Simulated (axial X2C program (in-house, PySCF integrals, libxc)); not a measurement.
**BrSi: bond curves with and without spin–orbit coupling**

Aim: find the lowest determinant of BrSi, scan the bond at several levels and fit the constants, once spin-free and once with spin–orbit coupling.

The runs use an in-house X2C program for linear molecules on PySCF integrals; all-electron X2C, Br dyall-cv3z, Si dyall-v3z.

All values are calculated.

### Step 1. Set-up

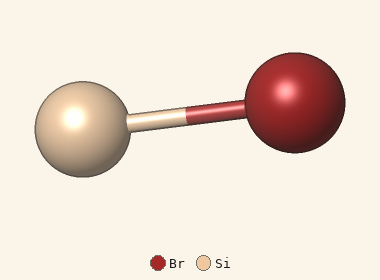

The two atoms at 2.300 Å (bromine red, silicon light orange).

task.json

```json
{"zs": [35, 14], "q": 0, "bas": ["dyall-cv3z", "dyall-v3z"], "levels": ["PBE0", "HF", "B3LYP"], "cc": true, "r0": 2.3, "thr": -2.0, "nmax": 90, "npts": 10, "nst": 2, "ntry": 6}
```

Keys: zs atomic numbers; q charge; bas basis sets; levels methods (HF also brings MP2); cc coupled cluster on or off; r0 starting distance in Å; thr threshold in hartree for freezing inner shells (an s shell follows its p shell); nmax most natural virtual spinors; npts points asked for on the curve; nst determinants followed; ntry starts of the search.

On the command line:

```bash
$ python so2c.py task.json out
```

Spin-free means the one-electron spin-free X2C Hamiltonian; two-component (2c) means X2C with spin–orbit coupling and atomic mean-field two-electron Coulomb and Gaunt terms. Basis: Br dyall-cv3z contracted to [8s9p6d4f1g], Si dyall-v3z contracted to [8s7p2d1f]; Gaussian nuclei, density fitting. Masses: Br 78.918 u, Si 27.977 u.

Notation: σ, π±, δ± give the projection m of an orbital's angular momentum (0, ±1, ±2), α and β its spin, Λ and M_S the sums; ω is the projection of a spinor's total angular momentum and Ω the sum. Logs are in hartree.

The results follow Hamiltonian by Hamiltonian and level by level.

### Step 2. State search with PBE0

PBE0 moves the distance from 2.300 Å to 2.237 Å and compares determinants there.

Spin-free determinants:

| ΔE (eV) | state | open shells |
| --- | --- | --- |
| 0.00 | M_S = 1/2, Λ = 1 | beyond closed shells: π+α |
| 2.73 | M_S = 3/2, Λ = 0 | beyond closed shells: σα, π+α, π-α |
| 2.91 | M_S = 1/2, Λ = 0 | beyond closed shells: σα |
| 3.82 | M_S = 1/2, Λ = 0 | beyond closed shells: σβ, π+α, π-α |
| 4.22 | M_S = 1/2, Λ = 2 | beyond closed shells: σα, π+α, π+β |
| 4.22 | M_S = 1/2, Λ = 0 | beyond closed shells: σα, π+β, π-α |
| 4.41 | M_S = 3/2, Λ = 1 | beyond closed shells: 2 × π+α, π+β, 2 × π-α |

Two-component determinants:

| ΔE (eV) | state | open shells |
| --- | --- | --- |
| 0.00 | Ω = 1/2 | excess of +ω over −ω: ω = 1/2 |
| 0.06 | Ω = 3/2 | excess of +ω over −ω: ω = 3/2 |
| 3.82 | Ω = 1/2 | excess of +ω over −ω: 2 × ω = -1/2, ω = 3/2 |
| 4.23 | Ω = 5/2 | excess of +ω over −ω: 2 × ω = 1/2, ω = 3/2 |
| 4.29 | Ω = 5/2 | excess of +ω over −ω: ω = -1/2, 2 × ω = 3/2 |
| 5.18 | Ω = 3/2 | excess of +ω over −ω: ω = 3/2 |
| 5.22 | Ω = 7/2 | excess of +ω over −ω: ω = 1/2, 2 × ω = 3/2 |

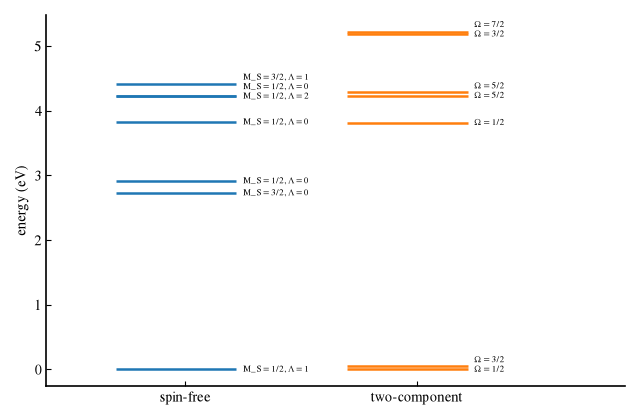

The determinants found, each set from its own lowest.

### Step 3. PBE0, spin-free

State followed: M_S = 1/2, Λ = 1 (beyond closed shells: π+α). The scan is laid around 2.237 Å, a first estimate of the minimum, and this SCF restarts from the orbitals of the search.

The SCF at the reference distance of 2.237 Å:

```text
spin-free X2C-1e  PBE0
basis functions 148  fitting functions 875  grid points 5080
iter        total energy     max residual
   1      -2896.019583574     9.25e-06
   2      -2896.019583575     7.40e-06
converged
one-electron -4256.76993656  Coulomb 1358.32468364  exact exchange -27.87509597  xc functional -85.61198987  nuclear repulsion 115.91275519
```

Along the bond, energies from the lowest point:

```csv
R (Å),E (eV),μ (D),HOMO (eV),LUMO (eV),iterations
1.946,0.8548,-0.90,-4.60,-2.74,11
2.036,0.3517,-0.40,-4.81,-2.93,10
2.103,0.1387,-0.02,-4.95,-3.07,10
2.170,0.0297,0.37,-5.10,-3.21,10
2.237,0.0000,0.77,-5.24,-3.34,2
2.315,0.0405,1.23,-5.40,-3.49,10
2.394,0.1394,1.68,-5.56,-3.63,10
2.494,0.3257,2.26,-5.75,-3.81,10
2.617,0.6078,2.95,-5.97,-4.02,11
2.796,1.0665,3.91,-6.26,-4.30,11
```

Dipoles are positive if Si is the positive end.

Outer orbitals at the reference distance:

```json
{"symmetry": "σα", "occupied": "yes", "ε (eV)": "-22.60", "atomic character": "80% Br s, 8% Si p, 6% Si s"}
{"symmetry": "σβ", "occupied": "yes", "ε (eV)": "-22.52", "atomic character": "80% Br s, 8% Si p, 6% Si s"}
{"symmetry": "σα", "occupied": "yes", "ε (eV)": "-13.64", "atomic character": "56% Si s, 35% Br p, 5% Br s"}
{"symmetry": "σβ", "occupied": "yes", "ε (eV)": "-12.92", "atomic character": "48% Si s, 43% Br p, 5% Br s"}
{"symmetry": "π+α", "occupied": "yes", "ε (eV)": "-9.34", "atomic character": "83% Br p, 13% Si p, 3% Si d"}
{"symmetry": "π-α", "occupied": "yes", "ε (eV)": "-9.15", "atomic character": "85% Br p, 10% Si p, 4% Si d"}
{"symmetry": "π-β", "occupied": "yes", "ε (eV)": "-9.06", "atomic character": "88% Br p, 8% Si p, 4% Si d"}
{"symmetry": "π+β", "occupied": "yes", "ε (eV)": "-9.06", "atomic character": "88% Br p, 8% Si p, 4% Si d"}
{"symmetry": "σα", "occupied": "yes", "ε (eV)": "-8.98", "atomic character": "40% Br p, 29% Si p, 26% Si s"}
{"symmetry": "σβ", "occupied": "yes", "ε (eV)": "-8.53", "atomic character": "35% Si s, 32% Br p, 29% Si p"}
{"symmetry": "π+α", "occupied": "yes", "ε (eV)": "-5.24", "atomic character": "83% Si p, 12% Br p, 3% Br d"}
{"symmetry": "π-α", "occupied": "no", "ε (eV)": "-3.34", "atomic character": "86% Si p, 10% Br p, 3% Br d"}
{"symmetry": "π-β", "occupied": "no", "ε (eV)": "-2.37", "atomic character": "88% Si p, 7% Br p, 4% Br d"}
{"symmetry": "π+β", "occupied": "no", "ε (eV)": "-2.37", "atomic character": "88% Si p, 7% Br p, 4% Br d"}
{"symmetry": "σα", "occupied": "no", "ε (eV)": "-0.48", "atomic character": "57% Si p, 17% Si d, 11% Br p"}
```

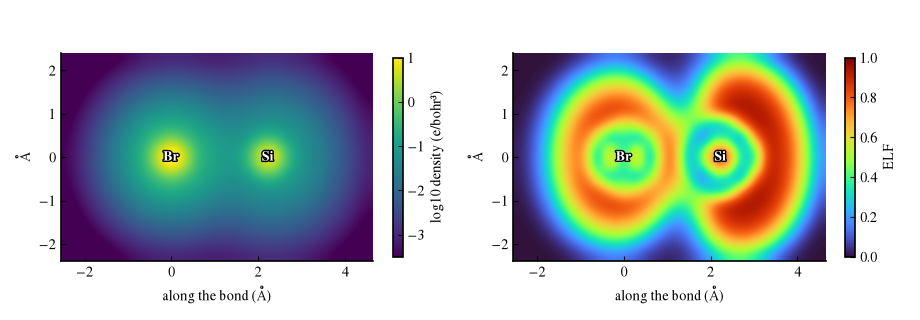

PBE0 fields in a plane through the axis, from a grid of 0.3 Å; Br lies at z = 0 and Si at z = 2.237 Å; the ELF is damped to zero where the density is low.

Re = 2.233 Å, ωe = 421 cm⁻¹, ωexe = 1.38 cm⁻¹, Be = 0.1636 cm⁻¹, De = 3.82 eV, μ = 0.74 D.

### Step 4. HF, spin-free

The SCF at the reference distance of 2.237 Å:

```text
spin-free X2C-1e  HF
basis functions 148  fitting functions 875  grid points 5080
iter        total energy     max residual
   1      -2894.032881618     2.33e-01
   2      -2894.054238647     6.12e-03
   3      -2894.055066314     3.08e-03
   4      -2894.055222632     1.25e-03
   5      -2894.055276799     7.49e-04
   6      -2894.055295556     3.79e-04
   7      -2894.055300085     2.09e-04
   8      -2894.055301868     9.08e-05
   9      -2894.055302305     4.94e-05
  10      -2894.055302389     9.80e-06
  11      -2894.055302392     3.31e-06
  12      -2894.055302392     1.26e-06
converged
one-electron -4256.74656018  Coulomb 1358.37231140  exact exchange -111.59380880  xc functional 0.00000000  nuclear repulsion 115.91275519
```

Re = 2.251 Å, ωe = 413 cm⁻¹, ωexe = 1.37 cm⁻¹, Be = 0.161 cm⁻¹, De = 2.43 eV, μ = 1.26 D.

### Step 5. B3LYP, spin-free

The SCF at the reference distance of 2.237 Å:

```text
spin-free X2C-1e  B3LYP
basis functions 148  fitting functions 875  grid points 5080
iter        total energy     max residual
   1      -2896.494664743     4.00e-02
   2      -2896.496490252     2.14e-03
   3      -2896.496507152     6.29e-04
   4      -2896.496510730     2.99e-04
   5      -2896.496511489     1.07e-04
   6      -2896.496511632     4.09e-05
   7      -2896.496511670     2.34e-05
   8      -2896.496511684     5.68e-06
   9      -2896.496511684     2.26e-06
converged
one-electron -4256.82636006  Coulomb 1358.37583316  exact exchange -22.29692512  xc functional -91.66181485  nuclear repulsion 115.91275519
```

Re = 2.256 Å, ωe = 401 cm⁻¹, ωexe = 1.39 cm⁻¹, Be = 0.1604 cm⁻¹, De = 3.73 eV, μ = 0.92 D.

### Step 6. MP2 and beyond, spin-free

Correlated methods: 11 electrons correlated (frozen shells, counted by type: Br 3 s, 2 p, 1 d; Si 2 s, 1 p), 183 virtual spinors in MP2, 90 natural virtuals in coupled cluster.

Output of the correlated part at 2.237 Å:

```text
correlated 11  virtual 183  natural virtual 90  E(MP2) -0.242110257  MP2 remainder -0.006278177
iter   CCSD correlation   residual
   1     -0.254716576   1.24e-01
   2     -0.262859806   4.94e-02
   3     -0.264246547   2.01e-02
   4     -0.264345830   7.80e-03
   5     -0.264406568   2.19e-03
   6     -0.264406659   8.33e-04
   7     -0.264407958   3.14e-04
   8     -0.264410531   1.11e-04
   9     -0.264409786   4.04e-05
  10     -0.264409946   1.66e-05
  11     -0.264409772   6.40e-06
  12     -0.264409792   2.70e-06
(T) -0.011923286  T1 0.0240  D1 0.0401  max T2 0.073
```

T1 in the output is the amplitude norm over the root of the electron number; divide by √2 for the Lee–Taylor value.

MP2: Re = 2.233 Å, ωe = 427 cm⁻¹, Be = 0.1637 cm⁻¹, De = 3.72 eV.

CCSD: Re = 2.240 Å, ωe = 422 cm⁻¹, ωexe = 1.41 cm⁻¹, Be = 0.1627 cm⁻¹, De = 3.48 eV. T1 at Re = 0.017 (Lee–Taylor, the printed value over √2).

CCSD(T): Re = 2.242 Å, ωe = 420 cm⁻¹, ωexe = 1.41 cm⁻¹, Be = 0.1624 cm⁻¹, De = 3.62 eV. T1 at Re = 0.017 (Lee–Taylor, the printed value over √2).

### Step 7. The spin-free curves together

Energy (eV) of the followed determinant, spin-free, from each level's lowest point:

```csv
R (Å),PBE0,HF,MP2,CCSD,CCSD(T),B3LYP
1.946,0.855,0.952,0.877,n/a,n/a,0.933
2.036,0.352,0.412,0.360,0.381,0.387,0.407
2.103,0.139,0.175,0.142,0.155,0.159,0.176
2.170,0.030,0.047,0.030,0.037,0.038,0.049
2.237,0.000,0.000,0.000,0.000,0.000,0.000
2.315,0.040,0.023,0.042,0.035,0.032,0.018
2.394,0.139,0.107,0.144,0.130,0.125,0.095
2.494,0.326,0.276,0.335,0.312,0.305,0.252
2.617,0.608,0.541,0.624,n/a,n/a,0.500
2.796,1.066,0.981,1.094,n/a,n/a,0.913
```

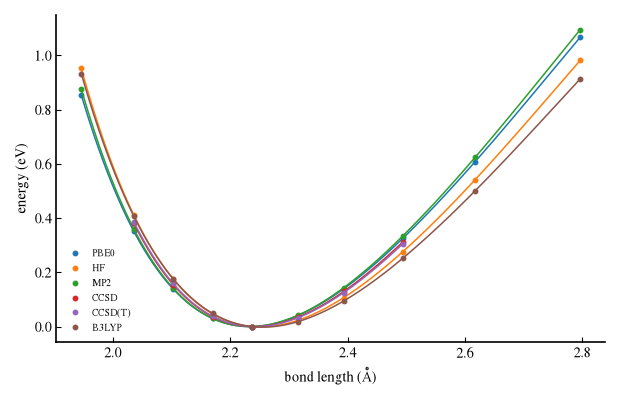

Curves of the followed state, spin-free, each from its own lowest point.

### Step 8. PBE0, 2c

State followed: Ω = 1/2 (excess of +ω over −ω: ω = 1/2). The scan is laid around 2.237 Å, a first estimate of the minimum, and this SCF restarts from the orbitals of the search.

Output at 2.237 Å:

```text
two-component X2C + atomic mean field  PBE0
basis functions 148  fitting functions 875  grid points 5080
iter        total energy     max residual
   1      -2895.080586047     1.80e-05
   2      -2895.080586056     1.78e-05
   3      -2895.080586064     6.39e-06
   4      -2895.080586064     3.99e-06
converged
one-electron -4254.31851077  Coulomb 1357.80011754  exact exchange -27.86471575  xc functional -85.58032851  nuclear repulsion 115.91275519  atomic mean-field constant -1.02990375
```

Along the bond, energies from the lowest point:

```csv
R (Å),E (eV),μ (D),HOMO (eV),LUMO (eV),iterations
1.946,0.8560,-0.92,-4.63,-2.71,11
2.036,0.3522,-0.43,-4.83,-2.90,10
2.103,0.1389,-0.05,-4.98,-3.03,10
2.170,0.0298,0.34,-5.12,-3.17,10
2.237,0.0000,0.73,-5.26,-3.30,4
2.315,0.0405,1.19,-5.42,-3.45,10
2.394,0.1395,1.64,-5.58,-3.60,10
2.494,0.3258,2.22,-5.77,-3.78,10
2.617,0.6079,2.90,-5.98,-3.99,11
2.796,1.0662,3.84,-6.27,-4.27,11
```

Dipoles are positive if Si is the positive end.

Outer spinors at the reference distance:

| ω | occupied | ε (eV) | atomic character | λ mixture |
| --- | --- | --- | --- | --- |
| -1/2 | yes | -22.61 | 80% Br s, 8% Si p, 6% Si s | 100% σ |
| 1/2 | yes | -22.54 | 80% Br s, 8% Si p, 6% Si s | 100% σ |
| -1/2 | yes | -13.64 | 56% Si s, 36% Br p, 5% Br s | 100% σ |
| 1/2 | yes | -12.92 | 48% Si s, 44% Br p, 5% Br s | 100% σ |
| 1/2 | yes | -9.50 | 82% Br p, 12% Si p, 3% Si d | 98% π, 2% σ |
| -1/2 | yes | -9.30 | 78% Br p, 11% Si p, 6% Si s | 80% π, 20% σ |
| -3/2 | yes | -9.01 | 84% Br p, 11% Si p, 4% Si d | 100% π |
| 3/2 | yes | -8.92 | 87% Br p, 8% Si p, 4% Si d | 100% π |
| -1/2 | yes | -8.89 | 50% Br p, 25% Si p, 20% Si s | 80% σ, 20% π |
| 1/2 | yes | -8.51 | 34% Si s, 33% Br p, 29% Si p | 98% σ, 2% π |
| 1/2 | yes | -5.26 | 84% Si p, 11% Br p, 3% Br d | 100% π |
| -3/2 | no | -3.30 | 85% Si p, 10% Br p, 3% Br d | 100% π |
| -1/2 | no | -2.37 | 88% Si p, 7% Br p, 4% Br d | 100% π |
| 3/2 | no | -2.33 | 88% Si p, 8% Br p, 4% Br d | 100% π |
| -1/2 | no | -0.47 | 57% Si p, 17% Si d, 11% Br p | 100% σ |

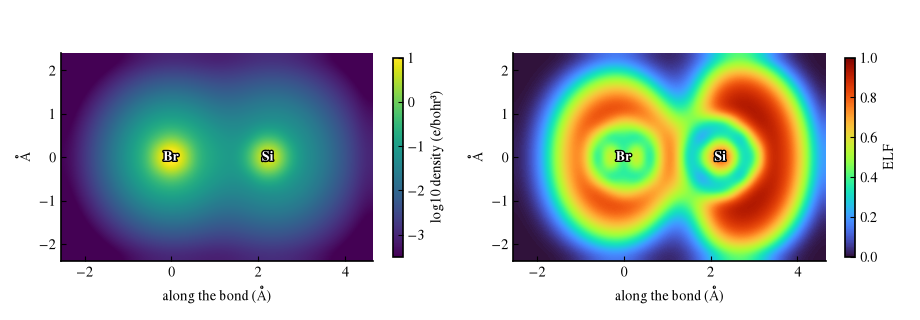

PBE0 fields in a plane through the axis, from a grid of 0.3 Å; Br lies at z = 0 and Si at z = 2.237 Å; the ELF is damped to zero where the density is low.

Re = 2.233 Å, ωe = 421 cm⁻¹, ωexe = 1.39 cm⁻¹, Be = 0.1636 cm⁻¹, De = 3.75 eV, μ = 0.71 D.

### Step 9. HF, 2c

Output at 2.237 Å:

```text
two-component X2C + atomic mean field  HF
basis functions 148  fitting functions 875  grid points 5080
iter        total energy     max residual
   1      -2893.094404816     2.33e-01
   2      -2893.115763375     6.12e-03
   3      -2893.116597709     3.09e-03
   4      -2893.116756197     1.26e-03
   5      -2893.116811690     7.52e-04
   6      -2893.116830946     3.77e-04
   7      -2893.116835487     2.07e-04
   8      -2893.116837233     8.95e-05
   9      -2893.116837664     4.97e-05
  10      -2893.116837750     1.03e-05
  11      -2893.116837754     3.32e-06
  12      -2893.116837755     1.23e-06
converged
one-electron -4254.29483318  Coulomb 1357.84735967  exact exchange -111.55221568  xc functional 0.00000000  nuclear repulsion 115.91275519  atomic mean-field constant -1.02990375
```

Re = 2.251 Å, ωe = 413 cm⁻¹, ωexe = 1.38 cm⁻¹, Be = 0.1611 cm⁻¹, De = 2.29 eV, μ = 1.23 D.

### Step 10. B3LYP, 2c

Output at 2.237 Å:

```text
two-component X2C + atomic mean field  B3LYP
basis functions 148  fitting functions 875  grid points 5080
iter        total energy     max residual
   1      -2895.555409973     4.00e-02
   2      -2895.557237153     2.13e-03
   3      -2895.557254310     6.35e-04
   4      -2895.557257943     2.87e-04
   5      -2895.557258689     9.85e-05
   6      -2895.557258818     3.78e-05
   7      -2895.557258850     2.64e-05
   8      -2895.557258865     4.62e-06
   9      -2895.557258865     2.22e-06
converged
one-electron -4254.37502403  Coulomb 1357.85135586  exact exchange -22.28862054  xc functional -91.62782158  nuclear repulsion 115.91275519  atomic mean-field constant -1.02990375
```

Re = 2.256 Å, ωe = 402 cm⁻¹, ωexe = 1.4 cm⁻¹, Be = 0.1604 cm⁻¹, De = 3.61 eV, μ = 0.89 D.

### Step 11. Correlated methods, 2c

Correlated methods: 11 electrons correlated (frozen shells, counted by type: Br 3 s, 2 p, 1 d; Si 2 s, 1 p), 183 virtual spinors in MP2, 90 natural virtuals in coupled cluster.

Output of the correlated part at 2.237 Å:

```text
correlated 11  virtual 183  natural virtual 90  E(MP2) -0.242132640  MP2 remainder -0.006272457
iter   CCSD correlation   residual
   1     -0.254702002   1.23e-01
   2     -0.262824807   4.92e-02
   3     -0.264212231   2.00e-02
   4     -0.264309334   7.73e-03
   5     -0.264369656   2.16e-03
   6     -0.264369834   8.24e-04
   7     -0.264371200   3.13e-04
   8     -0.264373758   1.17e-04
   9     -0.264372989   5.02e-05
  10     -0.264373190   2.81e-05
  11     -0.264372920   1.59e-05
  12     -0.264373001   8.90e-06
  13     -0.264373000   4.39e-06
(T) -0.011939144  T1 0.0240  D1 0.0403  max T2 0.069
```

MP2: Re = 2.233 Å, ωe = 427 cm⁻¹, Be = 0.1637 cm⁻¹, De = 3.61 eV.

CCSD: Re = 2.240 Å, ωe = 422 cm⁻¹, ωexe = 1.41 cm⁻¹, Be = 0.1627 cm⁻¹, De = 3.36 eV. T1 at Re = 0.017 (Lee–Taylor, the printed value over √2).

CCSD(T): Re = 2.242 Å, ωe = 421 cm⁻¹, ωexe = 1.42 cm⁻¹, Be = 0.1624 cm⁻¹, De = 3.50 eV. T1 at Re = 0.017 (Lee–Taylor, the printed value over √2).

### Step 12. A higher determinant, 2c

State: Ω = 3/2 (excess of +ω over −ω: ω = 3/2).

Output at the reference distance:

```text
two-component X2C + atomic mean field  PBE0
basis functions 148  fitting functions 875  grid points 5080
iter        total energy     max residual
   1      -2895.078419121     2.23e-05
   2      -2895.078419138     1.58e-05
   3      -2895.078419145     6.68e-06
   4      -2895.078419146     3.93e-06
converged
one-electron -4254.32135811  Coulomb 1357.80514313  exact exchange -27.86481553  xc functional -85.58024007  nuclear repulsion 115.91275519  atomic mean-field constant -1.02990375
```

```csv
R (Å),E above the lowest PBE0 point (eV)
1.946,0.923
2.036,0.417
2.103,0.202
2.170,0.091
2.237,0.059
2.315,0.097
2.394,0.194
2.494,0.378
2.617,0.657
```

Re = 2.236 Å, ωe = 420 cm⁻¹, ωexe = 1.38 cm⁻¹, Be = 0.1633 cm⁻¹, μ = 0.77 D. Te = 0.06 eV.

### Step 13. The 2c curves together

Energy (eV) of the followed determinant, 2c, from each level's lowest point:

```csv
R (Å),PBE0,HF,MP2,CCSD,CCSD(T),B3LYP
1.946,0.856,0.952,0.878,n/a,n/a,0.935
2.036,0.352,0.411,0.360,0.381,0.387,0.408
2.103,0.139,0.175,0.142,0.155,0.159,0.177
2.170,0.030,0.046,0.030,0.036,0.038,0.049
2.237,0.000,0.000,0.000,0.000,0.000,0.000
2.315,0.040,0.023,0.042,0.035,0.033,0.018
2.394,0.140,0.108,0.144,0.130,0.126,0.094
2.494,0.326,0.278,0.336,0.313,0.306,0.252
2.617,0.608,0.543,0.625,n/a,n/a,0.500
2.796,1.066,0.984,1.097,n/a,n/a,0.912
```

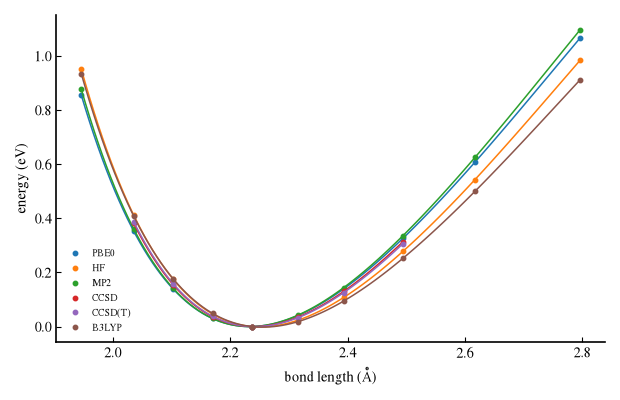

Curves of the followed state, 2c, each from its own lowest point.

The whole job took 3.2 min on 1 thread of Arm Neoverse N1, shared host.

### Step 14. Results

Lowest determinant that the search found at its distance, spin-free: M_S = 1/2, Λ = 1 (beyond closed shells: π+α).

Lowest determinant that the search found at its distance, 2c: Ω = 1/2 (excess of +ω over −ω: ω = 1/2).

```tsv
Hamiltonian	level	Re (Å)	ωe (cm⁻¹)	De (eV)	μ (D)
spin-free	PBE0	2.233	421	3.82	0.74
spin-free	HF	2.251	413	2.43	1.26
spin-free	MP2	2.233	427	3.72	n/a
spin-free	CCSD	2.240	422	3.48	n/a
spin-free	CCSD(T)	2.242	420	3.62	n/a
spin-free	B3LYP	2.256	401	3.73	0.92
2c	PBE0	2.233	421	3.75	0.71
2c	HF	2.251	413	2.29	1.23
2c	MP2	2.233	427	3.61	n/a
2c	CCSD	2.240	422	3.36	n/a
2c	CCSD(T)	2.242	421	3.50	n/a
2c	B3LYP	2.256	402	3.61	0.89
```

Dipoles are positive if Si is the positive end.

Time per point (s) on 1 thread of Arm Neoverse N1, shared host (2c runs; CCSD comes with the CCSD(T) run); the times are rough: PBE0 0.75, HF 0.55, MP2 0.74, CCSD(T) 8.8, B3LYP 0.77.

What this shows: At CCSD(T), going from spin-free to two-component changes Re by 0 mÅ, ωe by +0.1 %; the spin-free picture holds up (part of it comes from the scalar share of the two-electron terms). De moves by -0.11 eV; both De rest on single-determinant atoms, which can miss part of an open shell's spin–orbit lowering.

De refers to Br + Si, each in the lowest determinant found, which need not be this curve's own limit. Each curve is one determinant whose occupation by symmetry is held fixed; it was picked as the lowest of a PBE0 search that is not exhaustive. De is counted from the lowest determinant-based energies of the atoms at the same level, without counterpoise correction. Density functionals use the spin component along the axis (collinear). Coupled cluster ran in a truncated set of natural virtual spinors; the MP2 energy of the rest was added.
